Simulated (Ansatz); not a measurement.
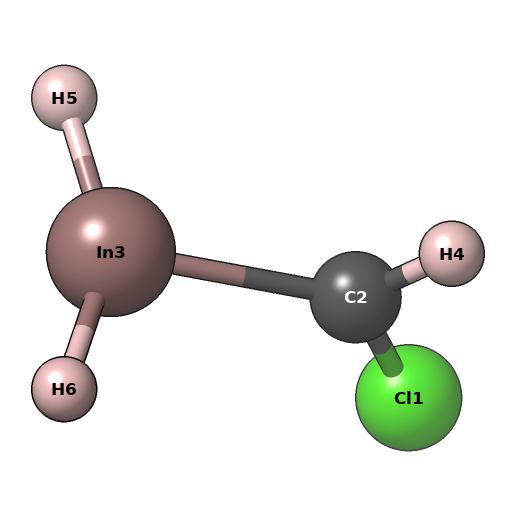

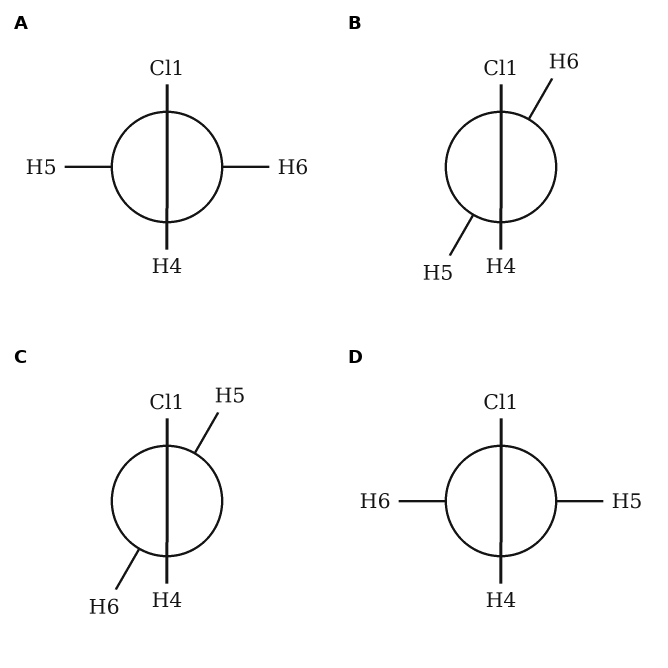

Depth is shown by fading: the farther an atom, the more it takes the colour of the background. Bonds that would overlap in a projection are set slightly apart. Charge +1, singlet. The computed structure is the end point of a PBE0-D4/def2-TZVP optimisation. No frequency run is at hand to confirm it as a minimum.

> Which Newman projection shows the view along C2–In3, with C2 in front?

A. The torsion angle Cl1–C2–In3–H5 is −90°, about perpendicular.
